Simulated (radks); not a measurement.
I⁺: atomic calculation

The I⁺ ion in the configuration [Kr] 4d10 5s2 5p4 (high spin). It sits in a hard spherical wall of radius 3 bohr. Computed at this level: scalar-relativistic Kohn-Sham, PBE, spin-polarised, spherical densities, finite nucleus (the in-house radial solver radks).

The input:
```
Z 53
configuration [Kr] 4d10 5s2 5p4 6s0 4f0 5d0
relativity scalar-relativistic
functional pbe,pbe
spin polarised
nucleus finite rms 4.75 fm
wall 3 bohr
c 137.035999084
```

Energies in input and log are in hartree, lengths in bohr (the nuclear radius in fm).

Hardware: 1 CPU thread, shared host.

Output:
```
1s      1   1.0000       -1211.81982754
2s      1   1.0000        -187.03918935
2p      1   3.0000        -167.85458945
3s      1   1.0000         -37.58244591
3p      1   3.0000         -31.36556907
3d      1   5.0000         -22.05289537
4s      1   1.0000          -6.46489470
4p      1   3.0000          -4.52297612
4d      1   5.0000          -1.70382440
5s      1   1.0000          -0.49802151
5p      1   3.0000           0.03483336
6s      1   0.0000           2.33926002
4f      1   0.0000           0.89880765
5d      1   0.0000           0.93962992
1s      2   1.0000       -1211.81509924
2s      2   1.0000        -187.03697087
2p      2   3.0000        -167.85062358
3s      2   1.0000         -37.57835103
3p      2   3.0000         -31.36087829
3d      2   5.0000         -22.04837735
4s      2   1.0000          -6.45552624
4p      2   3.0000          -4.51353634
4d      2   5.0000          -1.68931020
5s      2   1.0000          -0.42763080
5p      2   1.0000           0.10972350
6s      2   0.0000           2.38516744
4f      2   0.0000           0.94800462
5d      2   0.0000           1.01361848
Etot -7113.954653711069
Ekin 7477.2814270916115
Encl -17232.72917485516
Eh 2823.060769596421
Exc -181.5676755439397
err 7.884214838014217e-09
it 14
```

Orbitals:

```csv
orbital,occupation,energy (eV),⟨r⟩ (bohr),outer maximum (bohr)
1s up,1,−32975.3,0.02723,0.0175
1s down,1,−32975.2,0.02723,0.0175
2s up,1,−5089.6,0.1172,0.0991
2s down,1,−5089.5,0.1172,0.0991
2p up,3,−4567.6,0.1025,0.0795
2p down,3,−4567.4,0.1025,0.0795
3s up,1,−1022.7,0.3141,0.286
3s down,1,−1022.6,0.3141,0.286
3p up,3,−853.501,0.3122,0.279
3p down,3,−853.373,0.3122,0.279
3d up,5,−600.090,0.2887,0.232
3d down,5,−599.967,0.2887,0.232
4s up,1,−175.919,0.7418,0.681
4s down,1,−175.664,0.7418,0.681
4p up,3,−123.076,0.7957,0.716
4p down,3,−122.820,0.7952,0.716
4d up,5,−46.363,0.9337,0.781
4d down,5,−45.968,0.9288,0.781
5s up,1,−13.552,1.677,1.66
5s down,1,−11.636,1.671,1.65
5p up,3,0.948,1.761,1.80
5p down,1,2.986,1.758,1.80
4f up,0,24.458,1.473,1.48
5d up,0,25.569,1.829,2.01
4f down,0,25.797,1.449,1.38
5d down,0,27.582,1.833,2.01
6s up,0,63.655,1.816,2.36
6s down,0,64.904,1.820,2.36
```

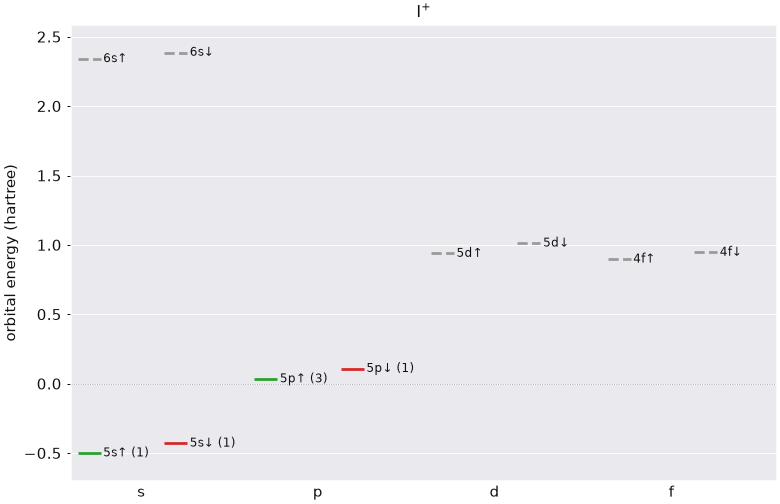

*The outer levels are drawn by angular momentum (occupations in brackets, up spins at the left of each column and down spins at the right, empty levels dashed).*

The highest occupied level is 5p down at 0.110 hartree. From the top down the occupied levels run 5p down (0.110 hartree), 5p up (0.0348 hartree), 5s down (−0.428 hartree), 5s up (−0.498 hartree). The largest exchange splitting (down less up) among the shells drawn in both spins is that of 5p, 0.0749 hartree. The wall pushes the highest level above zero, where only the wall holds the electron in.

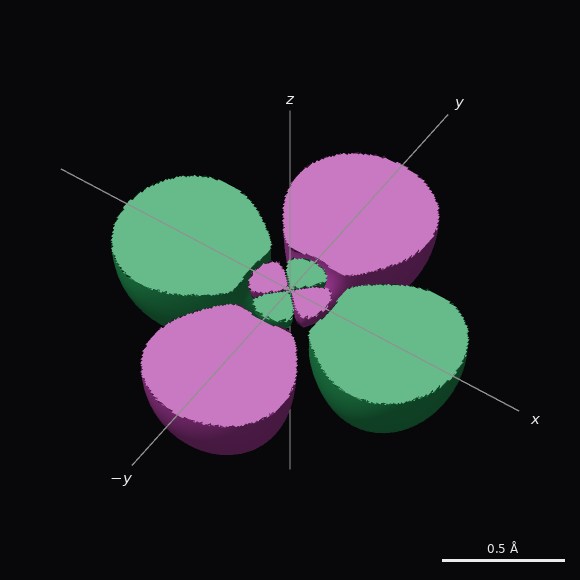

*The 4d(x²−y²) orbital of up spin. The surface of constant |ψ| that holds about 85 % of the electron is drawn, green where ψ is positive and pink where it is negative, with the half in front of the xy plane cut away and the cut face painted. The radial function comes from the spherical calculation and is multiplied by a real spherical harmonic; the overall sign is chosen so that the largest lobe of P(r) is positive; at the scalar-relativistic level it is the large component.*

It has two nodal planes at 45° to x and y and 1 radial node, at r = 0.354 bohr. The outermost maximum of P² lies at 0.781 bohr, ⟨r⟩ = 0.934 bohr, 90 % of the charge lies within 1.43 bohr, and the eigenvalue is −46.4 eV, with 5 electrons in the shell for this spin.

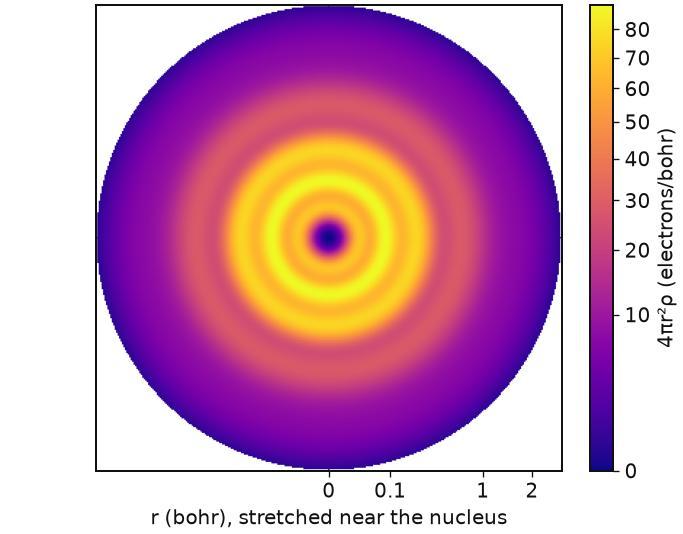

*The radial density 4πr²ρ as a disc about the nucleus, with the radius drawn as r to the power 0.4.*

There are 4 maxima, at r = 0.0191, 0.0840, 0.243 and 0.694 bohr, parted by minima at 0.0371, 0.159 and 0.508 bohr, inside which lie 2.0, 11.2 and 28.9 electrons. The configuration has 5 principal shells, so not every shell has a maximum of its own.

Key numbers:

- outcome: converged
- total energy: −7113.9547 hartree
- kinetic energy: 7477.2814 hartree
- electron–nucleus energy: −17232.7292 hartree
- Hartree energy: 2823.0608 hartree
- exchange–correlation energy: −181.567676 hartree
- radius at density 0.001 e/bohr³: 2.88 bohr
- pressure on the wall: 900 GPa
- SCF iterations: 14
